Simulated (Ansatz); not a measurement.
# Rh (Fm-3m, 1 atom in the cell): converging a phonon calculation

How do the frequencies of Rh (Fm-3m, 1 atom in the cell) move with q mesh, k mesh and cutoff?

Method: DFT PBEsol, scalar-relativistic, plane waves, PAW, in Ansatz 0.2.0.

The database entry behind the starting cell differs from later determinations by our own check (an axis about 0.2 % short against later determinations), so it need not match the best structure at ambient conditions.

## (1) Set-up

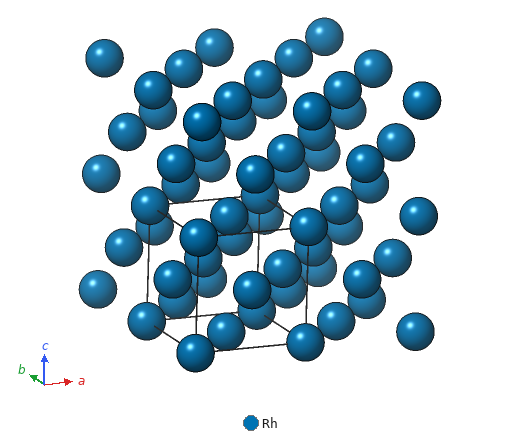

Start, viewed slightly off an axis; rhodium blue. 2×2×2 cells are drawn. This picture shows the conventional cell, with its axes. Some periodic images of atoms are drawn too.

## (2) Tight relaxation

Phonons need a cell at rest on their own settings, so the relaxation is repeated with tight tolerances on forces and stress, using the mesh and the filling of the phonon run that follows.

Contents of input.yaml:

```yaml
crystal:
  lattice:
    - [0.0, 1.8899900502, 1.8899900502]
    - [1.8899900502, 0.0, 1.8899900502]
    - [1.8899900502, 1.8899900502, 0.0]
  atoms:
    - { symbol: Rh, position: [0.0, 0.0, 0.0] }
kpoints:
  mp_grid: { grid: [20, 20, 20] }
hamiltonian:
  xc: pbesol
scf:
  occupations: { method: methfessel_paxton, width: 0.15 }
output:
  forces: true
  stress: true
  eigenvalues: true
relax:
  adjacent_minimum: "off"
  f_tol: 0.001
  max_steps: 60
  cell: { stress_tol: 0.01 }
```

On the command line:

```sh
$ ansatz run input.yaml --threads 4 --pin off --max-ram 7168MiB --backend cpu --events-out ev --progress --plain --runs-dir out
```

Numbers of over 12 decimals in the logs are rounded to 6 here.

What it wrote:

```text
Engine: ansatz 0.2.0, aarch64-unknown-linux-gnu
Pseudopotentials: kind: paw
Pseudopotential: Rh, paw, valence charge 17, recommended cutoff 420 eV (normal), Rh.paw.azcp
Functional definition: PBEsol
  exchange = pbesol_x
  correlation = pbesol_c
Crystal: 1 atoms, lattice volume = 13.502 Å³
[...]
--- Relaxed structure (3 steps of the walk, 3 accepted, 1 SCFs on fresh bases) ---
  F+E_penalty+E_count = -6338.74668264 eV   max|allowed force component| = 0.000e0 eV/Å   (the final SCF, on the basis selected at the relaxed cell)
  cell:  # Å, volume = 13.4989 Å³
    - [0, 1.889831, 1.889831]
    - [1.889831, 0, 1.889831]
    - [1.889831, 1.889831, 0]
  atoms:
    - { symbol: Rh, position: [0.0, 0.0, 0.0] }
[key lines of the parts left out:]
SCF converged after 4 iterations
Free energy (F): -6338.746683 eV
Fermi energy:    22.779575 eV
P = ⅓ Tr σ = -0.0004 GPa (-0.004 kbar)
```

It took 2.7 s on 4 threads of Arm Neoverse V2, shared host; peak memory 0.32 GiB; 9.4 s of CPU time.

Little changed from the start: no atom moved by 0.005 Å and no cell edge by 0.1 %.

This step gave:

| Quantity | Value |
| --- | --- |
| pressure | -3.89e-4 GPa |
| volume per atom | 13.50 Å³ |
| gap on the k-mesh | 0 eV |

The forces vanish by symmetry and the pressure is 0.000 GPa, within the tolerances set. The cell now holds 13.50 Å³/atom.

## (3) Phonons on a q mesh

Stability and thermal properties need the whole zone. Linear response on a 4×4×4 q mesh gives force constants as far as a supercell of that size would.

input.yaml, the sections that differ from step 2:

```yaml
crystal:
  lattice:
    - [0.0, 1.8898314674, 1.8898314674]
    - [1.8898314674, 0.0, 1.8898314674]
    - [1.8898314674, 1.8898314674, 0.0]
  atoms:
    - { symbol: Rh, position: [0.0, 0.0, 0.0] }
output:
  eigenvalues: true
phonons:
  method: dfpt
  qmesh: [4, 4, 4]
  temperatures: { t_max: 1000, t_step: 50 }
  qpath:
    path:
      - [[0.0, 0.0, 0.0], [0.5, 0.0, 0.5], [0.625, 0.25, 0.625]]
      - [[0.375, 0.375, 0.75], [0.0, 0.0, 0.0], [0.5, 0.5, 0.5], [0.5, 0.25, 0.75], [0.5, 0.0, 0.5]]
    npoints: 10
# kpoints, hamiltonian, scf: as in step 2
# relax: removed
```

What it wrote:

```text
[...]
Crystal: 1 atoms, lattice volume = 13.499 Å³
Basis set: ecut = 420 eV, 259 PW (Γ), exchange–correlation on 36×36×36 points (8 copies of the dense FFT grid, shifted against one another)
Bands: 13, of which v1, the nominal top of the filled ones, is band 9 counted from 1 (8 counted from 0)
Symmetry: 48 space group operations
k-points: 256 of 8000
[...]
SCF iter   1: F=—  HF=-6338.749647 eV  |F-HF|=—  |Δ(HF+E_count)|=         —  Δρ=9.43e-3  dr2=9.75e-3  ethr=1.77e-3  ⟨swp⟩=4.8  Hψ=17971  notcnv=0
[...]
SCF iter   7: F=-6338.746683 eV  HF=-6338.746683 eV  |F-HF|=3.64e-12  |Δ(HF+E_count)|=  4.55e-11  S|Δr|=    0.00e0  Δρ=2.16e-7  dr2=3.29e-12  ethr=1.00e-12  ⟨swp⟩=4.9  Hψ=14589  notcnv=0
SCF 1 converged in 7 iterations: F = -6338.746683 eV  dr2 = 3.29e-12
[...]
NSCF: frozen V_eff on 256 k-points
[...]
DFPT response loops at q = (0, 0, 0) (fractional): preconditioner auto → Kerker (q_TF=auto, 2.835 Å⁻¹) (partly filled bands, converged f_vac=0.000); β = 1.00, the filter's whole step (`scf.mixing.beta` (0.50) is not read by the response loops under this deck's `scf.mixing.preconditioner`; to damp them name `kerker` or `kerker_dos`, under which they read `scf.mixing.beta`, and type it under 1.00, their step now; both keys bind the ground state too); Broyden in place of MSR1
[...]
SCF converged after 7 iterations
[...]
Free energy (F): -6338.746683 eV
[...]
Internal energy: -6338.747636 eV  (E = F + TS)
E sigma→0 (E₀):  -6338.746921 eV
Entropy (-TS):   0.000954 eV (0.954 meV/atom)
Fermi energy:    22.779576 eV
[...]
--- Band table (eV; the first three rows and the last of 256) ---
  k-point 0: bands = [... 5 lower, 19.5864, 19.5864, 19.5864, 21.7620, 21.7620, 38.4848, 43.9107, 43.9107]
  k-point 1: bands = [... 5 lower, 19.5393, 19.6276, 19.6276, 21.7383, 21.7383, 38.6362, 43.3666, 44.0599]
  k-point 2: bands = [... 5 lower, 19.4168, 19.7387, 19.7387, 21.6830, 21.6830, 39.0533, 42.1663, 44.5018]
  k-point 255: bands = [... 5 lower, 18.8377, 18.8377, 21.5303, 23.8060, 32.4697, 32.4697, 34.0904, 35.5686]
--- Phonons (Γ-DFPT): 1 representative perturbation + reference (Σ response iterations 3) ---
  ASR residual: 1.655e-4 → 0.000e0 eV/Å²; symmetrization residual: 3.486e-12 eV/Å²
  ASR residual per site (eV/Å²): 1.66e-4
  Γ frequencies (cm⁻¹): 0.00 0.00 0.00
--- Phonons (arbitrary-q DFPT): 8 irreducible q on the 4×4×4 mesh ---
  q = [0.0000, 0.0000, 0.0000] (star 1, of the zone-centre solve; hermiticity 5.79e-10, symmetrization 2.11e-8): -0.00 -0.00 -0.00
  q = [0.0000, 0.0000, 0.2500] (star 8, 1 solved perturbation on 4200 of 8000 k-point pairs; hermiticity 1.18e-13, symmetrization 1.38e-13): 100.05 100.05 202.38
[...]
q = [0.0000, 0.2500, 0.2500] (star 6, 2 solved perturbations in 3420 linear systems a pass and spin channel, the states on 2210 of 8000 k-point pairs; hermiticity 1.08e-13, symmetrization 1.12e-13): 138.14 138.14 213.36
[...]
sum rule: each row above includes the acoustic sum rule's correction from the zone centre's row sums; it moved no ω² by more than (0.66 cm⁻¹)²
  mesh force constants: q→R imaginary residual 0.00e0; ASR residual 1.655e-4 → 0.000e0 eV/Å²; symmetrization residual 5.329e-15 eV/Å²
  interpolated dispersion: 62 rows × 3 modes
  density of states and harmonic sums: on the 28×28×28 q-mesh, interpolated from the force constants of a 4×4×4 supercell (no non-analytic term)
  largest difference from the sums on the solved wave vectors: F 1.07e-2 eV, S 1.48e-5 and C_V 4.03e-6 eV/K
  zero-point energy: 0.033388 eV/cell   skipped modes (ω ≤ 0): 3   left out of the sums: 4.56e-5 of the cell's modes: C_V's classical limit lies that fraction below 3 k_B per atom; for a crystal, a wire or a layer, F and S can be off by more, and a phonons.interpolated_qmesh denser along its periods is the remedy for the sampling
```

Run time: 2.2 min. Hardware: 4 threads; peak memory 3.5 GiB; 8.4 min of CPU time.

This step gave:

| Property | Result |
| --- | --- |
| sum-rule residual before enforcement | 1.66e-4 eV/Å² |
| lowest frequency on the path | 0 cm⁻¹ |
| highest frequency on the path or at a solved wavevector | 250.0 cm⁻¹ |
| mean frequency | 179.5 cm⁻¹ |
| Debye temperature (second moment) | 343 K |
| logarithmic mean frequency | 173.3 cm⁻¹ |
| lowest mode on the q mesh (acoustic modes at Γ apart) | 100.0 cm⁻¹ |
| zero-point energy per atom | 33.39 meV |
| heat capacity at 300 K | 23.39 J/(mol atoms K) |
| vibrational entropy at 300 K | 30.36 J/(mol atoms K) |

Frequencies (cm⁻¹) solved at each irreducible wavevector; negative means imaginary. Frequencies by wavevector, by row:

| q in reciprocal lattice units | star | mode 1 | mode 2 | mode 3 |
| --- | --- | --- | --- | --- |
| 0 0 0 | 1 | 0 | 0 | 0 |
| 0 0 0.25 | 8 | 100 | 100 | 202.4 |
| 0 0 -0.5 | 4 | 144.8 | 144.8 | 250 |
| 0 0.25 0.25 | 6 | 138.1 | 138.1 | 213.4 |
| 0 0.25 -0.5 | 24 | 168.5 | 178 | 233.8 |
| 0 0.25 -0.25 | 12 | 144.6 | 171.2 | 232.2 |
| 0 -0.5 -0.5 | 3 | 192.9 | 192.9 | 240.3 |
| 0.25 -0.5 -0.25 | 6 | 190.6 | 208.3 | 208.3 |

Interpolated from a 4×4×4 q mesh. The phonon branches at the labelled points (cm⁻¹):

| point | branch 1 | branch 2 | branch 3 |
| --- | --- | --- | --- |
| Γ | 0 | 0 | 0 |
| X | 193 | 193 | 240 |
| U | 180 | 205 | 219 |
| jump to K | 180 | 205 | 219 |
| Γ | 0 | 0 | 0 |
| L | 145 | 145 | 250 |
| W | 191 | 208 | 208 |
| X | 193 | 193 | 240 |

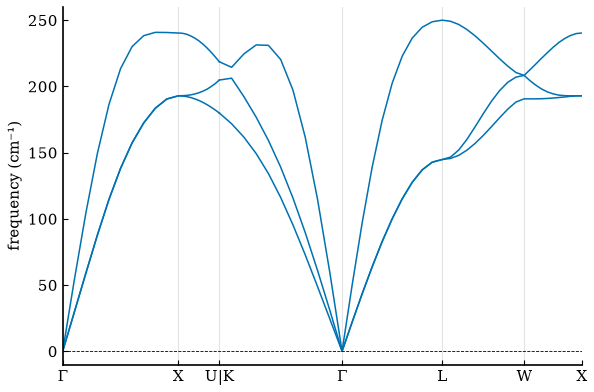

Phonon branches along the path.

Symmetry leaves 8 wavevectors to solve. The lowest mode among them, the acoustic zeros apart, lies at q = (0, 0, 0.25) and is real, 100 cm⁻¹.

## (4) Another q mesh, q mesh 2×2×2

The q mesh is changed to 2×2×2, to see how far the force constants must reach.

input.yaml, as its differences from that of step 3:

```diff
@@ -17,3 +17,3 @@
   method: dfpt
-  qmesh: [4, 4, 4]
+  qmesh: [2, 2, 2]
   temperatures: { t_max: 1000, t_step: 50 }
```

What it wrote:

```text
[...]
Crystal: 1 atoms, lattice volume = 13.499 Å³
Basis set: ecut = 420 eV, 259 PW (Γ), exchange–correlation on 36×36×36 points (8 copies of the dense FFT grid, shifted against one another)
Bands: 13, of which v1, the nominal top of the filled ones, is band 9 counted from 1 (8 counted from 0)
Symmetry: 48 space group operations
k-points: 256 of 8000
[...]
SCF iter   1: F=—  HF=-6338.749647 eV  |F-HF|=—  |Δ(HF+E_count)|=         —  Δρ=9.43e-3  dr2=9.75e-3  ethr=1.77e-3  ⟨swp⟩=4.8  Hψ=17971  notcnv=0
[...]
SCF iter   7: F=-6338.746683 eV  HF=-6338.746683 eV  |F-HF|=3.64e-12  |Δ(HF+E_count)|=  4.55e-11  S|Δr|=    0.00e0  Δρ=2.16e-7  dr2=3.29e-12  ethr=1.00e-12  ⟨swp⟩=4.9  Hψ=14589  notcnv=0
SCF 1 converged in 7 iterations: F = -6338.746683 eV  dr2 = 3.29e-12
[...]
SCF converged after 7 iterations
[...]
Free energy (F): -6338.746683 eV
[...]
Internal energy: -6338.747636 eV  (E = F + TS)
E sigma→0 (E₀):  -6338.746921 eV
Entropy (-TS):   0.000954 eV (0.954 meV/atom)
Fermi energy:    22.779576 eV
[...]
--- Band table (eV; the first three rows and the last of 256) ---
  k-point 0: bands = [... 5 lower, 19.5864, 19.5864, 19.5864, 21.7620, 21.7620, 38.4848, 43.9107, 43.9107]
  k-point 1: bands = [... 5 lower, 19.5393, 19.6276, 19.6276, 21.7383, 21.7383, 38.6362, 43.3666, 44.0599]
  k-point 2: bands = [... 5 lower, 19.4168, 19.7387, 19.7387, 21.6830, 21.6830, 39.0533, 42.1663, 44.5018]
  k-point 255: bands = [... 5 lower, 18.8377, 18.8377, 21.5303, 23.8060, 32.4697, 32.4697, 34.0904, 35.5686]
[...]
ASR residual: 1.655e-4 → 0.000e0 eV/Å²; symmetrization residual: 3.486e-12 eV/Å²
  ASR residual per site (eV/Å²): 1.66e-4
  Γ frequencies (cm⁻¹): 0.00 0.00 0.00
--- Phonons (arbitrary-q DFPT): 3 irreducible q on the 2×2×2 mesh ---
[...]
interpolated dispersion: 62 rows × 3 modes
[...]
```

Wall time 21 s (4 threads); peak memory 1.1 GiB.

Numbers from this step:

```
mean frequency                                        : 179.3 cm⁻¹
lowest mode on the q mesh (acoustic modes at Γ apart) : 144.8 cm⁻¹
```

Frequencies (cm⁻¹) solved at each irreducible wavevector; negative means imaginary. Frequencies by wavevector, by row:

| q in reciprocal lattice units | star | mode 1 | mode 2 | mode 3 |
| --- | --- | --- | --- | --- |
| 0 0 0 | 1 | 0 | 0 | 0 |
| 0 0 -0.5 | 4 | 144.8 | 144.8 | 250 |
| 0 -0.5 -0.5 | 3 | 192.9 | 192.9 | 240.3 |

Interpolated from a 2×2×2 q mesh, rough between the solved points. The phonon branches at the labelled points (cm⁻¹):

| point | branch 1 | branch 2 | branch 3 |
| --- | --- | --- | --- |
| Γ | 0 | 0 | 0 |
| X | 193 | 193 | 240 |
| U | 181 | 216 | 228 |
| jump to K | 181 | 216 | 228 |
| Γ | 0 | 0 | 0 |
| L | 145 | 145 | 250 |
| W | 194 | 219 | 219 |
| X | 193 | 193 | 240 |

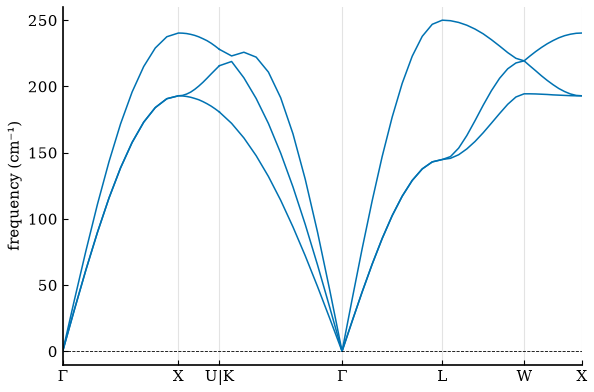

Phonon branches along the path.

The mean frequency is 179.3 cm⁻¹, -0.2 cm⁻¹ against the base run.

On this path the spectrum ends at 250 cm⁻¹ (at L). No branch goes imaginary on this path.

## (5) Another q mesh, k-mesh 21×21×21, q mesh 3×3×3

The q mesh is changed to 3×3×3, to see how far the force constants must reach; the k mesh is 21×21×21, against 20×20×20 in the base run, so that the q mesh divides it.

input.yaml, as its differences from that of step 4:

```diff
@@ -8,3 +8,3 @@
 kpoints:
-  mp_grid: { grid: [20, 20, 20] }
+  mp_grid: { grid: [21, 21, 21] }
 hamiltonian:
@@ -17,3 +17,3 @@
   method: dfpt
-  qmesh: [2, 2, 2]
+  qmesh: [3, 3, 3]
   temperatures: { t_max: 1000, t_step: 50 }
```

What it wrote:

```text
[...]
Crystal: 1 atoms, lattice volume = 13.499 Å³
Basis set: ecut = 420 eV, 259 PW (Γ), exchange–correlation on 36×36×36 points (8 copies of the dense FFT grid, shifted against one another)
Bands: 13, of which v1, the nominal top of the filled ones, is band 9 counted from 1 (8 counted from 0)
Symmetry: 48 space group operations
k-points: 286 of 9261
[...]
k-point 285: bands = [... 5 lower, 18.6385, 19.0241, 21.5432, 23.7587, 31.8193, 32.8473, 34.2814, 35.7381]
[...]
ASR residual: 2.065e-4 → 0.000e0 eV/Å²; symmetrization residual: 3.335e-12 eV/Å²
  ASR residual per site (eV/Å²): 2.06e-4
  Γ frequencies (cm⁻¹): 0.00 0.00 0.00
--- Phonons (arbitrary-q DFPT): 4 irreducible q on the 3×3×3 mesh ---
[...]
interpolated dispersion: 62 rows × 3 modes
[...]
[key lines of the parts left out:]
SCF converged after 7 iterations
Free energy (F): -6338.746435 eV
Fermi energy:    22.772764 eV
```

The job ended after 72 s (4 threads; peak memory 2.2 GiB).

The mean frequency is 172.6 cm⁻¹, -6.9 cm⁻¹ against the base run, whose k mesh differs too.

## (6) Another q mesh, k-mesh 24×24×24, q mesh 6×6×6

The q mesh is changed to 6×6×6, to see how far the force constants must reach; the k mesh is 24×24×24, against 20×20×20 in the base run, so that the q mesh divides it.

input.yaml, as its differences from that of step 5:

```diff
@@ -8,3 +8,3 @@
 kpoints:
-  mp_grid: { grid: [21, 21, 21] }
+  mp_grid: { grid: [24, 24, 24] }
 hamiltonian:
@@ -17,3 +17,3 @@
   method: dfpt
-  qmesh: [3, 3, 3]
+  qmesh: [6, 6, 6]
   temperatures: { t_max: 1000, t_step: 50 }
```

What it wrote:

```text
[...]
Crystal: 1 atoms, lattice volume = 13.499 Å³
Basis set: ecut = 420 eV, 259 PW (Γ), exchange–correlation on 36×36×36 points (8 copies of the dense FFT grid, shifted against one another)
Bands: 13, of which v1, the nominal top of the filled ones, is band 9 counted from 1 (8 counted from 0)
Symmetry: 48 space group operations
k-points: 413 of 13824
[...]
ASR residual: 1.955e-4 → 0.000e0 eV/Å²; symmetrization residual: 3.941e-12 eV/Å²
  ASR residual per site (eV/Å²): 1.95e-4
  Γ frequencies (cm⁻¹): 0.00 0.00 0.00
--- Phonons (arbitrary-q DFPT): 16 irreducible q on the 6×6×6 mesh ---
[...]
q = [0.1667, 0.3333, -0.5000] (star 24, 3 solved perturbations on 7200 of 13824 k-point pairs; hermiticity 1.72e-7, symmetrization 1.16e-12): 179.14 183.92 229.63
[...]
interpolated dispersion: 62 rows × 3 modes
[...]
[key lines of the parts left out:]
SCF converged after 7 iterations
Free energy (F): -6338.746539 eV
Fermi energy:    22.773632 eV
```

Wall time 18 min (4 threads); peak memory 4.1 GiB; 70 min of CPU time.

The mean frequency is 182.2 cm⁻¹, +2.7 cm⁻¹ against the base run, whose k mesh differs too.

## (7) Comparing the runs

Times are for 4 threads of Arm Neoverse V2, shared host. The runs compared:

| no. | q mesh | k-mesh | mean frequency (cm⁻¹) | lowest frequency on the path (cm⁻¹) | time | memory (GiB) |
| --- | --- | --- | --- | --- | --- | --- |
| 1 | 2×2×2 | 20×20×20 | 179.3 | 0 | 21 s | 1.1 |
| 2 | 3×3×3 | 21×21×21 | 172.6 | 0 | 72 s | 2.2 |
| 3 | 6×6×6 | 24×24×24 | 182.2 | 0 | 18 min | 4.1 |

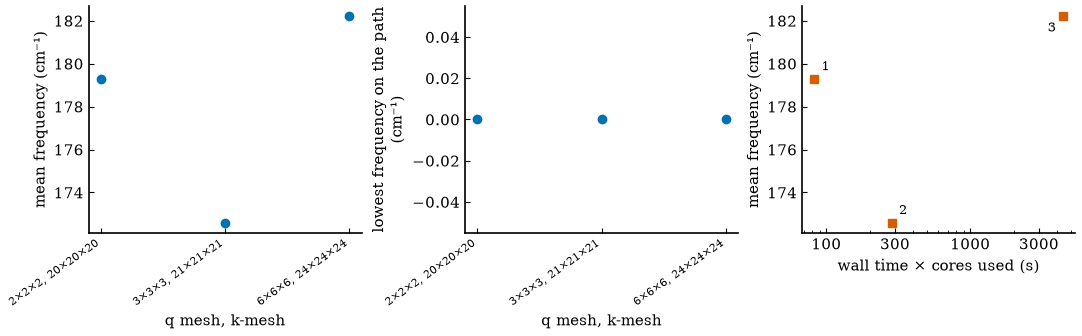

The series as plots; the last panel sets the first result against cost, with the runs numbered as in the table.

The phonon density of states has structure finer than the step of the table below, so its rows give means over 20 cm⁻¹, whole bins alone (the curve runs from 1 to 251 cm⁻¹). Peaks (cm⁻¹: height): 2×2×2, 20×20×20 191.0: 0.0301, 231.0: 0.0453; 3×3×3, 21×21×21 167.0: 0.0317, 229.0: 0.0328; 6×6×6, 24×24×24 187.0: 0.0493, 231.0: 0.0461.

The runs together. The phonon density of states by wavenumber; means over each step; values in 1/cm⁻¹/cell:

| wavenumber (cm⁻¹) | 2×2×2, 20×20×20 | 3×3×3, 21×21×21 | 6×6×6, 24×24×24 |
| --- | --- | --- | --- |
| 20 | 1.3e-4 | 7.1e-5 | 6.5e-5 |
| 40 | 5.7e-4 | 3.3e-4 | 3.0e-4 |
| 60 | 0.00137 | 8.3e-4 | 7.4e-4 |
| 80 | 0.00266 | 0.00176 | 0.00158 |
| 100 | 0.00474 | 0.00372 | 0.00324 |
| 120 | 0.00830 | 0.0135 | 0.00660 |
| 140 | 0.0168 | 0.0273 | 0.0152 |
| 160 | 0.0249 | 0.0312 | 0.0267 |
| 180 | 0.0282 | 0.0239 | 0.0367 |
| 200 | 0.0208 | 0.00801 | 0.0162 |
| 220 | 0.0222 | 0.0254 | 0.0232 |
| 240 | 0.0192 | 0.0134 | 0.0193 |

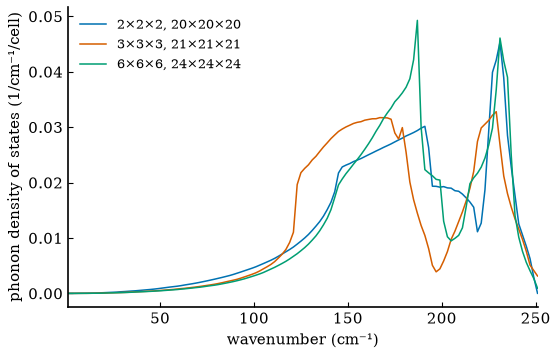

Phonon density of states, plotted against wavenumber.

The runs together, line C_V. Table of C_V by temperature; values in J/mol-atom/K:

| temperature (K) | 2×2×2, 20×20×20 | 3×3×3, 21×21×21 | 6×6×6, 24×24×24 |
| --- | --- | --- | --- |
| 0 | 0 | 0 | 0 |
| 50 | 4.76 | 5.20 | 4.39 |
| 100 | 14.8 | 15.3 | 14.5 |
| 150 | 19.5 | 19.8 | 19.4 |
| 200 | 21.6 | 21.9 | 21.6 |
| 250 | 22.8 | 22.9 | 22.7 |
| 300 | 23.4 | 23.5 | 23.4 |
| 350 | 23.8 | 23.9 | 23.8 |
| 400 | 24.1 | 24.1 | 24.0 |
| 450 | 24.2 | 24.3 | 24.2 |
| 500 | 24.4 | 24.4 | 24.4 |
| 550 | 24.5 | 24.5 | 24.5 |
| 600 | 24.5 | 24.6 | 24.5 |
| 650 | 24.6 | 24.6 | 24.6 |
| 700 | 24.6 | 24.7 | 24.6 |
| 750 | 24.7 | 24.7 | 24.7 |
| 800 | 24.7 | 24.7 | 24.7 |
| 850 | 24.7 | 24.8 | 24.7 |
| 900 | 24.8 | 24.8 | 24.8 |
| 950 | 24.8 | 24.8 | 24.8 |
| 1000 | 24.8 | 24.8 | 24.8 |

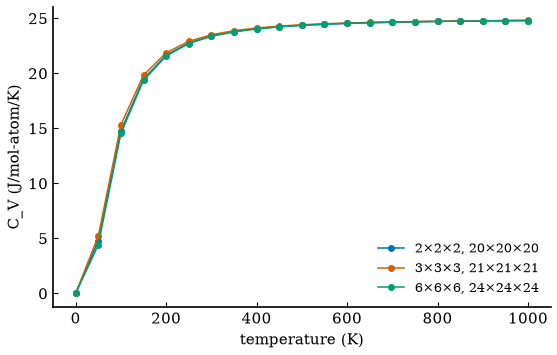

C_V, plotted against temperature.

[end of part 1 of 3]

[Logs are printed without paths, hosts, clocks, repeated set-up lines and the standing remarks that a program may print on its own settings, such as how far it seeks lower states.]

[Hosts, paths, dates, database ids (printed as entryN), source tags and the programs' standing remarks are cut or masked in the printed files.]
